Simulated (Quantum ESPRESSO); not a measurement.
# Cl on fcc sites of Rh(111), stepped through the coverage, part 4 of 10

Wanted: a table for Cl on fcc sites of Rh(111) against the coverage, and what can be fitted to it.

Quantum ESPRESSO 7.5; plane-wave DFT, PBE, GBRV ultrasoft pseudopotentials.

So far. Step 2 (Variable-cell relaxation of the reference):  The last row is no step: it is a fresh SCF in the final cell with a new plane-wave basis, -0 meV from the row before. Step 5 (Relaxation with pw.x, 0 ML): The relaxation lowers the energy by 12 meV an atom. On the free atoms the largest force ends at 0.001 eV/Å.

### Step 6. Ground state, 0 ML

A run under open boundaries on these atoms gives the vacuum levels.

File m0.esm.in:

```
&control
  prefix = 'm0.esm'
  outdir = './out'
  pseudo_dir = './pseudo'
  calculation = 'scf'
  tprnfor = .true.
/
&system
  ibrav = 0
  nat = 3
  ntyp = 1
  ecutwfc = 40
  ecutrho = 200
  occupations = 'smearing'
  smearing = 'mv'
  degauss = 0.02
  assume_isolated = 'esm'
  esm_bc = 'bc1'
/
&electrons
  conv_thr = 1e-07
  mixing_beta = 0.25
  electron_maxstep = 160
  mixing_mode = 'local-TF'
  mixing_ndim = 12
/
ATOMIC_SPECIES
  Rh  102.9055  rh_pbe_v1.4.uspp.F.UPF
CELL_PARAMETERS angstrom
  2.70966521178718 0.00000000000000 0.00000000000000
  1.35483260589359 2.34663890915864 0.00000000000000
  0.00000000000000 0.00000000000000 18.54292636387133
ATOMIC_POSITIONS crystal
  Rh  0.333333333300 0.333333333300 -0.115770797700
  Rh  0.666666666700 0.666666666700 0.000000000000
  Rh  0.000000000000 0.000000000000 0.115770797700
K_POINTS automatic
  10 10 1 0 0 0
```

Started as:

```
$ OMP_NUM_THREADS=1 mpirun -n 16 pw.x -nk 4 -in m0.esm.in > m0.esm.out
```

The program printed:

```text
[banner, memory and clock lines left out]
Program PWSCF v.7.5 starts
[citation notice left out]

[...]
Message from routine setup:
[...]
bravais-lattice index     =            0
     lattice parameter (alat)  =       5.1205  a.u.
     unit-cell volume          =     795.6770 (a.u.)^3
     number of atoms/cell      =            3
     number of atomic types    =            1
     number of electrons       =        45.00
     number of Kohn-Sham states=           28
     kinetic-energy cutoff     =      40.0000  Ry
     charge density cutoff     =     200.0000  Ry
     scf convergence threshold =      1.0E-07
     mixing beta               =       0.2500
     number of iterations used =           12  local-TF  mixing
     Exchange-correlation=  SLA  PW   PBX  PBC
                           (   1   4   3   4   0   0   0)

     Effective Screening Medium Method
     Boundary Conditions: Vacuum-Slab-Vacuum
     total charge in unit cell        =   0.0000
     grid points for fit at edges     =        4

[...]
PseudoPot. # 1 for Rh read from file:
     ./pseudo/rh_pbe_v1.4.uspp.F.UPF
     Pseudo is Ultrasoft + core correction, Zval = 15.0
     Generated by new atomic code, or converted to UPF format
     Using radial grid of  969 points,  7 beta functions with:
                l(1) =   0
                l(2) =   0
                l(3) =   1
                l(4) =   1
                l(5) =   2
                l(6) =   2
                l(7) =   2
     Q(r) pseudized with  8 coefficients,  rinner =    1.200   1.200   1.200
                                                       1.200   1.200

     atomic species   valence    mass     pseudopotential
     Rh               15.00   102.90550     Rh( 1.00)

     12 Sym. Ops., with inversion, found ( 6 have fractional translation)

[...]
number of k points=    14  Marzari-Vanderbilt smearing, width (Ry)=  0.0200
[...]
Dense  grid:    38125 G-vectors     FFT dimensions: (  24,  24, 160)

     Smooth grid:    27279 G-vectors     FFT dimensions: (  24,  24, 144)

     Initial potential from superposition of free atoms

     starting charge      43.4997, renormalised to      45.0000

     negative rho (up, down):  1.805E-01 0.000E+00
     Starting wfcs are   36 randomized atomic wfcs

     per-process dynamical memory:    14.9 Mb

     Self-consistent Calculation

     iteration #  1     ecut=    40.00 Ry     beta= 0.25
     Davidson diagonalization with overlap
     ethr =  1.00E-02,  avg # of iterations =  2.3

     negative rho (up, down):  1.843E-01 0.000E+00

     total energy              =    -513.59109135 Ry
     estimated scf accuracy    <       1.46084127 Ry

     iteration #  2     ecut=    40.00 Ry     beta= 0.25
[...]
negative rho (up, down):  1.982E-01 0.000E+00

[...]
total energy              =    -513.31311089 Ry
     estimated scf accuracy    <       0.85722928 Ry

     iteration #  3     ecut=    40.00 Ry     beta= 0.25
[...]
negative rho (up, down):  1.999E-01 0.000E+00

[...]
total energy              =    -513.40662201 Ry
     estimated scf accuracy    <       0.08648439 Ry

     iteration #  4     ecut=    40.00 Ry     beta= 0.25
[...]
negative rho (up, down):  1.999E-01 0.000E+00

[...]
total energy              =    -513.47347165 Ry
     estimated scf accuracy    <       0.01169497 Ry

     iteration #  5     ecut=    40.00 Ry     beta= 0.25
[...]
c_bands:  1 eigenvalues not converged
[...]
negative rho (up, down):  1.966E-01 0.000E+00

[...]
total energy              =    -513.48097833 Ry
     estimated scf accuracy    <       0.00826324 Ry

     iteration #  6     ecut=    40.00 Ry     beta= 0.25
[...]
negative rho (up, down):  1.972E-01 0.000E+00

[...]
total energy              =    -513.47799650 Ry
     estimated scf accuracy    <       0.02062031 Ry

[...]
iteration # 19     ecut=    40.00 Ry     beta= 0.25
[...]
negative rho (up, down):  1.837E-01 0.000E+00

[...]
total energy              =    -513.48514469 Ry
     estimated scf accuracy    <       0.00000987 Ry

     iteration # 20     ecut=    40.00 Ry     beta= 0.25
[...]
negative rho (up, down):  1.836E-01 0.000E+00

[...]
total energy              =    -513.48514504 Ry
     estimated scf accuracy    <       0.00000015 Ry

     iteration # 21     ecut=    40.00 Ry     beta= 0.25
[...]
negative rho (up, down):  1.836E-01 0.000E+00

[...]
total energy              =    -513.48514557 Ry
     estimated scf accuracy    <       0.00000012 Ry

     iteration # 22     ecut=    40.00 Ry     beta= 0.25
[...]
negative rho (up, down):  1.836E-01 0.000E+00

[...]
End of self-consistent calculation

          k = 0.0000 0.0000 0.0000 (  3383 PWs)   bands (ev):

   -52.1049 -51.6376 -51.6376 -51.3434 -51.2326 -51.1226 -51.1226 -51.1189
   -51.1189 -12.2147 -10.8402 -10.6319  -8.1025  -8.1025  -7.9521  -7.7213
    -7.7213  -7.5639  -7.3533  -7.3533  -6.0294  -6.0294  -5.4313  -5.4313
    -5.3470  -4.6483  -4.6483  -3.9109

          k = 0.0000 0.1155 0.0000 (  3365 PWs)   bands (ev):

   -52.0927 -51.6951 -51.6502 -51.3293 -51.2381 -51.1696 -51.1655 -51.1346
   -51.1302 -11.8793 -10.5649 -10.3078  -8.4058  -8.1375  -7.9725  -7.8701
    -7.5650  -7.4242  -7.3784  -7.1024  -6.3924  -6.1186  -5.9889  -5.5412
    -5.4141  -4.6335  -4.2860  -2.6235

[...]
the Fermi energy is    -5.0812 ev

!    total energy              =    -513.48514701 Ry
     estimated scf accuracy    <       0.00000002 Ry
     smearing contrib. (-TS)   =       0.00036937 Ry
     internal energy E=F+TS    =    -513.48551638 Ry

     The total energy is F=E-TS. E is the sum of the following terms:
     one-electron contribution =    4312.55373698 Ry
     hartree contribution      =   -2158.72316822 Ry
     xc contribution           =     -89.68748821 Ry
     ewald contribution        =   -2577.62859694 Ry

     convergence has been achieved in  22 iterations

     negative rho (up, down):  1.836E-01 0.000E+00

     Forces acting on atoms (cartesian axes, Ry/au):

     atom    1 type  1   force =     0.00000000    0.00000000    0.00008112
     atom    2 type  1   force =     0.00000000    0.00000000    0.00000000
     atom    3 type  1   force =     0.00000000    0.00000000   -0.00008112

     Total force =     0.000115     Total SCF correction =     0.000587
     SCF correction compared to forces is large: reduce conv_thr to get better values

[...]
```

It took 7.8 s on 16 MPI ranks of Arm Neoverse V2, shared host; peak memory 0.95 GiB.

This step gave:

| Quantity | Value |
| --- | --- |
| Fermi energy | -5.081 eV |
| vacuum line at the lower end of the cell, over the Fermi level | 5.081 eV |
| vacuum line at the upper end of the cell, over the Fermi level | 5.081 eV |

Electrostatic potential energy of an electron; zero at the Fermi level. The potential energy, planar mean by z:

```csv
z (Å),"potential energy, planar mean (eV)"
-9,5.08
-8,5.08
-7,5.08
-6,5.08
-5,5.05
-4,4.60
-3,-1.84
-2,-17.6
-1,-1.38
0,-18.8
1,-1.38
2,-17.6
3,-1.84
4,4.60
5,5.05
6,5.08
7,5.08
8,5.08
9,5.08
```

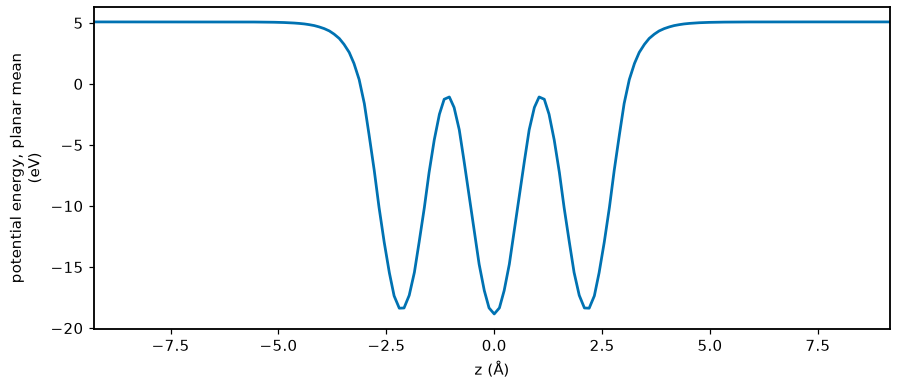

Potential energy, planar mean against z.

The vacuum levels are read from the outermost 0.7 Å of the cell on either side.

Inside the slab this potential holds the local part of the pseudopotentials, which can be repulsive at the nuclei; only its value in the vacuum has a meaning of its own.

(Continued in part 5 of 10.)

[Logs are printed without paths, hosts, clocks, repeated set-up lines and the standing remarks that a program may print on its own settings, such as how far it seeks lower states.]

[Hosts, paths, dates, database ids (printed as entryN), source tags and the programs' standing remarks are cut or masked in the printed files.]

[Maps of the electrostatic potential energy from Ansatz leave out the sawtooth potential of an applied field or a dipole correction, so their vacuum need not be flat; planar profiles and work functions include it.]
